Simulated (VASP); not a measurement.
# Ta(110) over its thickness, part 4 of 7

Aim: follow surface energy, work function and relaxation of Ta(110) with the number of layers.

VASP 6.6.1; PBE; plane waves and PAW (Ta).

So far. Step 8 (Relaxing the slab, layers 6): The run ended after 11 ionic steps, 0.069 eV below its first step, once the forces on the free atoms met EDIFFG = -0.01. Step 9 (The vacuum level, layers 6): The vacuum level lies 4.72 eV above the Fermi level at the upper face; both faces agree, as the slab has next to no dipole.

## 10. Surface relaxation, layers 7

System of this step: Ta(110). The cell holds 7 atoms: 7 Ta. Its edges and angles: a = 3.310 Å, b = 2.867 Å, c = 29.043 Å, α = 90.0°, β = 90.0°, γ = 54.7°. It derives from Ta. 7 layers of bcc Ta, cut at this functional's lattice. Vacuum lies along c.

INCAR reads:

```
SYSTEM = Ta
PREC = Normal
ENCUT = 320
EDIFF = 1E-06
NELM = 120
ISMEAR = 1
SIGMA = 0.15
LREAL = .FALSE.
ALGO = Fast
GGA = PE
NBANDS = 24
LASPH = .TRUE.
LORBIT = 11
LWAVE = .FALSE.
LCHARG = .FALSE.
KPAR = 4
IBRION = 2
NSW = 50
ISIF = 2
EDIFFG = -0.01
POTIM = 0.4
MAXMIX = 40
```

POSCAR reads:

```
Ta
1.0
    3.3100000000      0.0000000000      0.0000000000
    1.6550000000      2.3405234457      0.0000000000
    0.0000000000      0.0000000000     29.0431406744
Ta
7
Direct
    0.0000000000      0.0000000000      0.2582365300
    0.5000000000      0.0000000000      0.3388243600
    0.0000000000      0.0000000000      0.4194121800
    0.5000000000      0.0000000000      0.5000000000
    0.0000000000      0.0000000000      0.5805878200
    0.5000000000      0.0000000000      0.6611756400
    0.0000000000      0.0000000000      0.7417634700
```

KPOINTS reads:

```
Automatic mesh
0
Gamma
14 14 1
0 0 0
```

The projector-augmented-wave data sets are Ta (PBE family, release 64).

The run is started by

```
$ mpirun -np 4 vasp_std
```

Log:

```text
[banner, memory and clock lines left out]
running    4 mpi-ranks, on    1 nodes
[...]
LDA part: xc-table for (Slater+PW92), standard interpolation
 POSCAR, INCAR and KPOINTS ok, starting setup
[...]
entering main loop
       N       E                     dE             d eps       ncg     rms          rms(c)
DAV:   1     0.792933128383E+02    0.79293E+02   -0.98316E+03  2736   0.774E+02
DAV:   2    -0.735510267671E+02   -0.15284E+03   -0.14223E+03  3960   0.165E+02
DAV:   3    -0.861775631586E+02   -0.12627E+02   -0.12005E+02  3728   0.483E+01
DAV:   4    -0.869434452847E+02   -0.76588E+00   -0.74224E+00  4600   0.113E+01
[...]
RMM:  30    -0.806903263516E+02   -0.16652E-05   -0.21540E-07  1633   0.271E-03    0.150E-03
RMM:  31    -0.806903293320E+02   -0.29804E-05   -0.10162E-07  1554   0.227E-03    0.117E-03
RMM:  32    -0.806903297392E+02   -0.40722E-06    0.17928E-09  1359   0.182E-03
   1 F= -.80690330E+02 E0= -.80693351E+02  d E =-.806903E+02
[... from here on, the cycles between the ionic steps are left out ...]
   2 F= -.80723212E+02 E0= -.80726052E+02  d E =-.328826E-01
   3 F= -.80746306E+02 E0= -.80748220E+02  d E =-.559765E-01
   4 F= -.80746521E+02 E0= -.80748368E+02  d E =-.561913E-01
   5 F= -.80748937E+02 E0= -.80750793E+02  d E =-.241581E-02
   6 F= -.80750315E+02 E0= -.80752149E+02  d E =-.379419E-02
   7 F= -.80750983E+02 E0= -.80752756E+02  d E =-.667822E-03
   8 F= -.80752636E+02 E0= -.80754251E+02  d E =-.232039E-02
   9 F= -.80754319E+02 E0= -.80755739E+02  d E =-.400400E-02
  10 F= -.80754405E+02 E0= -.80755802E+02  d E =-.408999E-02
  11 F= -.80754343E+02 E0= -.80755792E+02  d E =0.619869E-04
  12 F= -.80754441E+02 E0= -.80755859E+02  d E =-.362116E-04
[...]
reached required accuracy - stopping structural energy minimisation
```

Wall time 2.9 min (4 MPI ranks of Intel Xeon 6975P-C (Granite Rapids), shared host); peak memory 1 GiB; 12 min of CPU time.

Parts of OUTCAR (step 10):

```text
  Total       -2.5896822     -3.3391562     -0.3160109     -0.0000000      0.0000000      0.0000000
  in kB      -18.4404912    -23.7773113     -2.2502362     -0.0000000      0.0000000      0.0000000
  external PRESSURE =     -14.8226796 kB  Pullay stress =       0.0000000 kB

 POSITION                                       TOTAL-FORCE (eV/Angst)
 -----------------------------------------------------------------------------------
      0.00000      0.00000      7.61431         0.000000      0.000000      0.000299
      1.65500      0.00000      9.83814        -0.000000      0.000000     -0.000327
      0.00000      0.00000     12.18141        -0.000000     -0.000000     -0.000021
      1.65500      0.00000     14.52157        -0.000000      0.000000      0.000000
      3.31000      0.00000     16.86173         0.000000      0.000000      0.000021
      1.65500      0.00000     19.20500        -0.000000      0.000000      0.000327
      0.00000      0.00000     21.42883        -0.000000      0.000000     -0.000299
 -----------------------------------------------------------------------------------
    total drift:                               -0.000000     -0.000000      0.000000

  FREE ENERGIE OF THE ION-ELECTRON SYSTEM (eV)
  ---------------------------------------------------
  free  energy   TOTEN  =       -80.7544414480 eV

  energy  without entropy=      -80.7586927124  energy(sigma->0) =      -80.75585854

[... 1 part as in an earlier step ...]

[... 3 further parts left out ...]
[key lines of the parts left out:]
E-fermi :   1.3030
```

Step by step:

```csv
step,energy less that of the first step (eV),largest force (eV/Å)
1,0.0000,0.5387
2,-0.0329,0.3794
3,-0.0560,0.1094
4,-0.0562,0.1109
5,-0.0586,0.0798
6,-0.0600,0.0571
7,-0.0607,0.0519
8,-0.0623,0.0393
9,-0.0640,0.0175
10,-0.0641,0.0160
11,-0.0640,0.0279
12,-0.0641,0.0003
```

The atoms that moved most (Å):

| atom | dx | dy | dz | length |
| --- | --- | --- | --- | --- |
| Ta1 | 0.000 | 0.000 | 0.114 | 0.114 |
| Ta7 | 0.000 | 0.000 | -0.114 | 0.114 |

Final coordinates:

```xyz
7
Lattice="3.3100 0.0000 0.0000 1.6550 2.3405 0.0000 0.0000 0.0000 29.0431" Properties=species:S:1:pos:R:3
Ta    0.0000    0.0000    7.6143
Ta    1.6550    0.0000    9.8381
Ta    0.0000    0.0000   12.1814
Ta    1.6550    0.0000   14.5216
Ta    0.0000    0.0000   16.8617
Ta    1.6550    0.0000   19.2050
Ta    0.0000    0.0000   21.4288
```

The run ended after 12 ionic steps, 0.064 eV below its first step, once the forces on the free atoms met EDIFFG = -0.01.

## 11. The vacuum level, layers 7

INCAR: that of step 10 with these lines changed.

```diff
@@ -16,7 +16,6 @@
 KPAR = 4
-IBRION = 2
-NSW = 50
-ISIF = 2
-EDIFFG = -0.01
-POTIM = 0.4
-MAXMIX = 40
+IDIPOL = 3
+LDIPOL = .TRUE.
+DIPOL = 0.5 0.5 0.5
+LVHAR = .TRUE.
+LVACPOTAV = .TRUE.
```

POSCAR reads:

```
Ta
1.0
    3.3100000000      0.0000000000      0.0000000000
    1.6550000000      2.3405234457      0.0000000000
    0.0000000000      0.0000000000     29.0431406744
Ta
7
Direct
    0.0000000000      0.0000000000      0.2621724131
    0.5000000000      0.0000000000      0.3387424132
    0.0000000000      0.0000000000      0.4194248323
    0.5000000000      0.0000000000      0.5000000000
    0.0000000000      0.0000000000      0.5805751677
    0.5000000000      0.0000000000      0.6612575868
    0.0000000000      0.0000000000      0.7378275869
```

KPOINTS is that of step 10.

The run is started by

```
$ mpirun -np 4 vasp_std
```

Log:

```text
[... set-up lines as in an earlier step ...]
 entering main loop
       N       E                     dE             d eps       ncg     rms          rms(c)
DAV:   1     0.822098030869E+02    0.82210E+02   -0.98609E+03  2736   0.775E+02
DAV:   2    -0.733780935344E+02   -0.15559E+03   -0.14496E+03  3960   0.166E+02
DAV:   3    -0.860519512437E+02   -0.12674E+02   -0.12080E+02  3688   0.489E+01
DAV:   4    -0.868384836267E+02   -0.78653E+00   -0.76275E+00  4640   0.114E+01
[...]
RMM:  28    -0.807544394318E+02   -0.74439E-05   -0.62452E-07  1807   0.295E-03    0.709E-04
RMM:  29    -0.807544407207E+02   -0.12889E-05   -0.26858E-07  1448   0.212E-03    0.683E-04
RMM:  30    -0.807544414184E+02   -0.69768E-06   -0.15709E-07  1205   0.179E-03
 [... a notice as in an earlier step ...]

   1 F= -.80754441E+02 E0= -.80755859E+02  d E =0.425191E-02
```

The job ended after 41 s (4 MPI ranks; peak memory 0.96 GiB; 2.6 min of CPU time).

From OUTCAR (step 11):

```text
  Total       -2.5894750     -3.3396847     -0.3156399      0.0000000      0.0000000      0.0000000
  in kB      -18.4390159    -23.7810746     -2.2475940      0.0000000      0.0000000      0.0000000
  external PRESSURE =     -14.8225615 kB  Pullay stress =       0.0000000 kB

 POSITION                                       TOTAL-FORCE (eV/Angst)
 -----------------------------------------------------------------------------------
      0.00000      0.00000      7.61431        -0.000000      0.000000     -0.000164
      1.65500      0.00000      9.83814         0.000000      0.000000      0.000601
      0.00000      0.00000     12.18141         0.000000      0.000000     -0.000866
      1.65500      0.00000     14.52157         0.000000      0.000000      0.000000
      0.00000      0.00000     16.86173         0.000000      0.000000      0.000866
      1.65500      0.00000     19.20500         0.000000      0.000000     -0.000601
      0.00000      0.00000     21.42883        -0.000000      0.000000      0.000164
 -----------------------------------------------------------------------------------
    total drift:                                0.000000     -0.000000      0.000000

  FREE ENERGIE OF THE ION-ELECTRON SYSTEM (eV)
  ---------------------------------------------------
  free  energy   TOTEN  =       -80.7544414184 eV

  energy  without entropy=      -80.7586933314  energy(sigma->0) =      -80.75585872

[... 2 parts as in an earlier step ...]

[... 1 further part left out ...]
[key lines of the parts left out:]
E-fermi :   1.3030
```

The planar average of the electrostatic potential oscillates, so the rows of the table below give means over windows of 2.27 Å about each position, cut where the curve ends. Its maxima inside the range that stand out by 2 % of the span (Å: eV): 8.7: -2.28, 11.0: -1.30, 13.4: -1.34, 15.7: -1.34, 18.0: -1.30, 20.3: -2.28. Its minima: 7.6: -9.92, 9.9: -9.79, 12.1: -9.67, 14.5: -9.72, 16.9: -9.67, 19.2: -9.79, 21.4: -9.92.

Zero at the Fermi level. Planar average of the electrostatic potential against height; means over each step:

```
height (Å)  planar average of the electrostatic potential (eV)
      1.14                                                4.73
      3.41                                                4.72
      5.68                                                2.81
      7.95                                               -6.26
     10.22                                               -5.82
     12.49                                               -5.79
     14.76                                               -5.81
     17.03                                               -5.82
     19.30                                               -6.02
     21.57                                               -5.92
     23.84                                                4.03
     26.11                                                4.72
     28.38                                                4.73
```

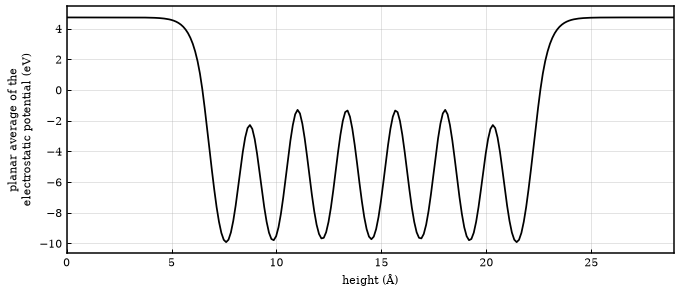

Planar average of the electrostatic potential against height.

The vacuum level lies 4.73 eV above the Fermi level at the upper face; both faces agree, as the slab has next to no dipole.

The program found no field-free point at its default tolerance, but its printed level agrees with the flat part of the planar average.

## 12. Surface relaxation, layers 8

System of this step: Ta(110). The cell holds 8 atoms: 8 Ta. Its edges and angles: a = 3.310 Å, b = 2.867 Å, c = 31.384 Å, α = 90.0°, β = 90.0°, γ = 54.7°. It derives from Ta. 8 layers of bcc Ta, cut at this functional's lattice. Vacuum lies along c.

INCAR reads:

```
SYSTEM = Ta
PREC = Normal
ENCUT = 320
EDIFF = 1E-06
NELM = 120
ISMEAR = 1
SIGMA = 0.15
LREAL = .FALSE.
ALGO = Fast
GGA = PE
NBANDS = 28
LASPH = .TRUE.
LORBIT = 11
LWAVE = .FALSE.
LCHARG = .FALSE.
KPAR = 4
IBRION = 2
NSW = 50
ISIF = 2
EDIFFG = -0.01
POTIM = 0.4
MAXMIX = 40
```

POSCAR reads:

```
Ta
1.0
    3.3100000000      0.0000000000      0.0000000000
    1.6550000000      2.3405234457      0.0000000000
    0.0000000000      0.0000000000     31.3836641201
Ta
8
Direct
    0.5000000000      0.0000000000      0.2389778300
    0.0000000000      0.0000000000      0.3135555900
    0.5000000000      0.0000000000      0.3881333600
    0.0000000000      0.0000000000      0.4627111200
    0.5000000000      0.0000000000      0.5372888800
    0.0000000000      0.0000000000      0.6118666400
    0.5000000000      0.0000000000      0.6864444100
    0.0000000000      0.0000000000      0.7610221700
```

KPOINTS is that of step 11.

The run is started by

```
$ mpirun -np 4 vasp_std
```

Log:

```text
[banner, memory and clock lines left out]
running    4 mpi-ranks, on    1 nodes
[...]
LDA part: xc-table for (Slater+PW92), standard interpolation
 POSCAR, INCAR and KPOINTS ok, starting setup
[...]
entering main loop
       N       E                     dE             d eps       ncg     rms          rms(c)
DAV:   1     0.847629477398E+02    0.84763E+02   -0.11639E+04  3192   0.778E+02
DAV:   2    -0.827822467466E+02   -0.16755E+03   -0.15887E+03  4372   0.165E+02
DAV:   3    -0.985517653318E+02   -0.15770E+02   -0.15079E+02  4480   0.484E+01
DAV:   4    -0.994579119173E+02   -0.90615E+00   -0.88720E+00  5120   0.113E+01
[...]
RMM:  30    -0.925523436822E+02   -0.15286E-05   -0.42844E-08  1522   0.166E-03    0.579E-04
RMM:  31    -0.925523453276E+02   -0.16454E-05   -0.72564E-08  1571   0.164E-03    0.379E-04
RMM:  32    -0.925523454841E+02   -0.15654E-06    0.31855E-07  1088   0.130E-03
   1 F= -.92552345E+02 E0= -.92554072E+02  d E =-.925523E+02
[... from here on, the cycles between the ionic steps are left out ...]
   2 F= -.92584233E+02 E0= -.92585564E+02  d E =-.318871E-01
   3 F= -.92608219E+02 E0= -.92608903E+02  d E =-.558735E-01
   4 F= -.92608314E+02 E0= -.92608990E+02  d E =-.559683E-01
   5 F= -.92611347E+02 E0= -.92612025E+02  d E =-.303332E-02
   6 F= -.92613418E+02 E0= -.92614137E+02  d E =-.510409E-02
   7 F= -.92613419E+02 E0= -.92614137E+02  d E =-.510549E-02
   8 F= -.92613793E+02 E0= -.92614428E+02  d E =-.373456E-03
   9 F= -.92614622E+02 E0= -.92615006E+02  d E =-.120278E-02
  10 F= -.92614985E+02 E0= -.92614882E+02  d E =-.156525E-02
  11 F= -.92615056E+02 E0= -.92615096E+02  d E =-.163644E-02
  12 F= -.92615355E+02 E0= -.92615367E+02  d E =-.299234E-03
  13 F= -.92615982E+02 E0= -.92615921E+02  d E =-.926682E-03
  14 F= -.92615987E+02 E0= -.92615819E+02  d E =-.931558E-03
  15 F= -.92616196E+02 E0= -.92616077E+02  d E =-.114036E-02
  16 F= -.92616246E+02 E0= -.92616156E+02  d E =-.499271E-04
 trial-energy change:   -0.000050  1 .order   -0.000054   -0.000080   -0.000028
 step:   2.3837(harm=  2.3837)  dis= 0.00246  next Energy=   -92.616258 (dE=-0.621E-04)
 reached required accuracy - stopping structural energy minimisation
```

Elapsed: 4.4 min, on 4 MPI ranks; peak memory 1.1 GiB; 17 min of CPU time.

Parts of OUTCAR (step 12):

```text
  Total       -2.8662267     -3.5369489     -0.3850120      0.0000000      0.0000000      0.0000000
  in kB      -18.8875871    -23.3074486     -2.5371154      0.0000000      0.0000000      0.0000000
  external PRESSURE =     -14.9107170 kB  Pullay stress =       0.0000000 kB

 POSITION                                       TOTAL-FORCE (eV/Angst)
 -----------------------------------------------------------------------------------
      1.65500      0.00000      7.61019         0.000000      0.000000     -0.000315
      0.00000      0.00000      9.83544         0.000000      0.000000      0.007172
      1.65500      0.00000     12.17759        -0.000000      0.000000     -0.006581
      3.31000      0.00000     14.52023        -0.000000      0.000000     -0.001898
      1.65500      0.00000     16.86343         0.000000      0.000000      0.001898
      0.00000      0.00000     19.20607         0.000000      0.000000      0.006581
      1.65500      0.00000     21.54822         0.000000      0.000000     -0.007172
      0.00000      0.00000     23.77347         0.000000      0.000000      0.000315
 -----------------------------------------------------------------------------------
    total drift:                               -0.000000     -0.000000      0.000000

  FREE ENERGIE OF THE ION-ELECTRON SYSTEM (eV)
  ---------------------------------------------------
  free  energy   TOTEN  =       -92.6162460330 eV

  energy  without entropy=      -92.6159765167  energy(sigma->0) =      -92.61615619

[... 1 part as in an earlier step ...]

[... 3 further parts left out ...]
[key lines of the parts left out:]
E-fermi :   1.6341
```

The run ended after 16 ionic steps, 0.064 eV below its first step, once the forces on the free atoms met EDIFFG = -0.01.

## 13. The vacuum level, layers 8

INCAR: that of step 12 with these lines changed.

```diff
@@ -16,7 +16,6 @@
 KPAR = 4
-IBRION = 2
-NSW = 50
-ISIF = 2
-EDIFFG = -0.01
-POTIM = 0.4
-MAXMIX = 40
+IDIPOL = 3
+LDIPOL = .TRUE.
+DIPOL = 0.5 0.5 0.5
+LVHAR = .TRUE.
+LVACPOTAV = .TRUE.
```

POSCAR reads:

```
Ta
1.0
    3.3100000000      0.0000000000      0.0000000000
    1.6550000000      2.3405234457      0.0000000000
    0.0000000000      0.0000000000     31.3836641201
Ta
8
Direct
    0.5000000000      0.0000000000      0.2424889890
    0.0000000000      0.0000000000      0.3133936495
    0.5000000000      0.0000000000      0.3880232528
    0.0000000000      0.0000000000      0.4626685170
    0.5000000000      0.0000000000      0.5373314830
    0.0000000000      0.0000000000      0.6119767472
    0.5000000000      0.0000000000      0.6866063505
    0.0000000000      0.0000000000      0.7575110110
```

KPOINTS is that of step 12.

The run is started by

```
$ mpirun -np 4 vasp_std
```

Log:

```text
[... set-up lines as in an earlier step ...]
 entering main loop
       N       E                     dE             d eps       ncg     rms          rms(c)
DAV:   1     0.870752189358E+02    0.87075E+02   -0.11673E+04  3200   0.778E+02
DAV:   2    -0.827675437370E+02   -0.16984E+03   -0.16132E+03  4408   0.166E+02
DAV:   3    -0.984743591813E+02   -0.15707E+02   -0.15029E+02  4484   0.485E+01
DAV:   4    -0.993162660297E+02   -0.84191E+00   -0.82324E+00  5092   0.111E+01
[...]
RMM:  28    -0.926162506713E+02   -0.56580E-05   -0.47275E-07  2091   0.234E-03    0.787E-04
RMM:  29    -0.926162521590E+02   -0.14877E-05   -0.21691E-07  1617   0.168E-03    0.446E-04
RMM:  30    -0.926162525079E+02   -0.34886E-06   -0.10478E-07  1303   0.144E-03
 [... a notice as in an earlier step ...]

   1 F= -.92616253E+02 E0= -.92616162E+02  d E =-.272531E-03
```

Run time: 57 s. Hardware: 4 MPI ranks; peak memory 1.1 GiB; 3.7 min of CPU time.

Parts of OUTCAR (step 13):

```text
  Total       -2.8652835     -3.5354786     -0.3814952      0.0000000      0.0000000      0.0000000
  in kB      -18.8813720    -23.2977597     -2.5139405      0.0000000      0.0000000      0.0000000
  external PRESSURE =     -14.8976907 kB  Pullay stress =       0.0000000 kB

 POSITION                                       TOTAL-FORCE (eV/Angst)
 -----------------------------------------------------------------------------------
      1.65500      0.00000      7.61019        -0.000000      0.000000     -0.000534
      0.00000      0.00000      9.83544        -0.000000      0.000000      0.007666
      1.65500      0.00000     12.17759        -0.000000      0.000000     -0.006620
      0.00000      0.00000     14.52023        -0.000000      0.000000     -0.001444
      1.65500      0.00000     16.86343         0.000000      0.000000      0.001444
      0.00000      0.00000     19.20607        -0.000000      0.000000      0.006620
      1.65500      0.00000     21.54822        -0.000000      0.000000     -0.007666
      0.00000      0.00000     23.77347        -0.000000      0.000000      0.000534
 -----------------------------------------------------------------------------------
    total drift:                               -0.000000     -0.000000      0.000000

  FREE ENERGIE OF THE ION-ELECTRON SYSTEM (eV)
  ---------------------------------------------------
  free  energy   TOTEN  =       -92.6162525079 eV

  energy  without entropy=      -92.6159799764  energy(sigma->0) =      -92.61616166

[... 2 parts as in an earlier step ...]

[... 1 further part left out ...]
[key lines of the parts left out:]
E-fermi :   1.6340
```

The planar average of the electrostatic potential oscillates, so the rows of the table below give means over windows of 2.35 Å about each position, cut where the curve ends. Its maxima inside the range that stand out by 2 % of the span (Å: eV): 8.7: -2.28, 11.0: -1.31, 13.3: -1.29, 15.7: -1.31, 18.0: -1.29, 20.4: -1.31, 22.6: -2.28. Its minima: 7.6: -9.91, 9.9: -9.80, 12.2: -9.67, 14.6: -9.70, 16.8: -9.70, 19.2: -9.67, 21.5: -9.80, 23.8: -9.91.

Zero at the Fermi level. The planar average of the electrostatic potential by height; means over each step:

```
height (Å)  planar average of the electrostatic potential (eV)
      1.18                                                4.73
      3.53                                                4.71
      5.88                                                1.83
      8.23                                               -6.30
     10.58                                               -5.74
     12.93                                               -5.70
     15.28                                               -5.72
     17.63                                               -5.71
     19.98                                               -5.70
     22.33                                               -6.30
     24.68                                               -2.95
     27.03                                                4.62
     29.38                                                4.73
```

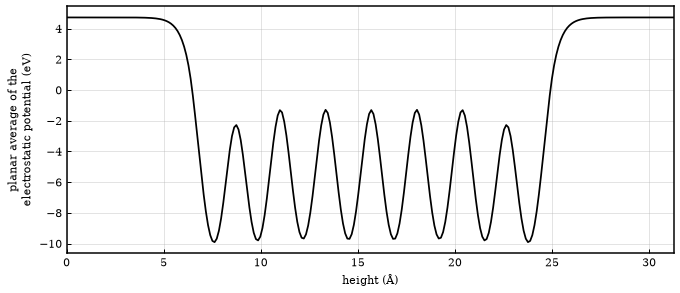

Planar average of the electrostatic potential, plotted against height.

The vacuum level lies 4.72 eV above the Fermi level at the upper face; both faces agree, as the slab has next to no dipole.

The program found no field-free point at its default tolerance, but its printed level agrees with the flat part of the planar average.

(Part 4 of 7 ends here.)

[Lines on the potential files, build, host, timing and source positions are cut from VASP's logs without a mark.]

[Logs are printed without paths, hosts, clocks, repeated set-up lines and the standing remarks that a program may print on its own settings, such as how far it seeks lower states.]

[Hosts, paths, dates, database ids (printed as entryN), source tags and the programs' standing remarks are cut or masked in the printed files.]

[Runs that stopped without an error message from VASP are left out.]
